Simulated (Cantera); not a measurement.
Feed: 1 mol Ta(OEt)5, 0.15 mol CO2, 1.8 mol H2, 0.094 mol H2O, held at 0.000170 bar.

Method: chemical equilibrium by Gibbs-energy minimisation in Cantera with the NASA 1993 tables (ideal gas, pure condensed phases). Candidate condensed phases: C, C6H6, C7H8, C8H18, H2O, Ta, TaC, Ta2O5; 113 gas species. The feed counts by its element totals alone. TaC: taken at fixed stoichiometry. Condensed phases not in the tables: Ta2C. The numbers say what is thermodynamically allowed, not how fast it happens.

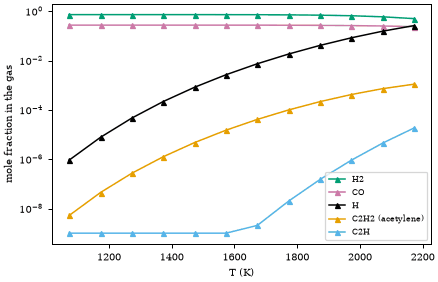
Figure. Equilibrium gas composition (values under 1e-9 drawn at 1e-9)

From 1073 K to 2173 K the condensed part is C(graphite) + TaC(s).
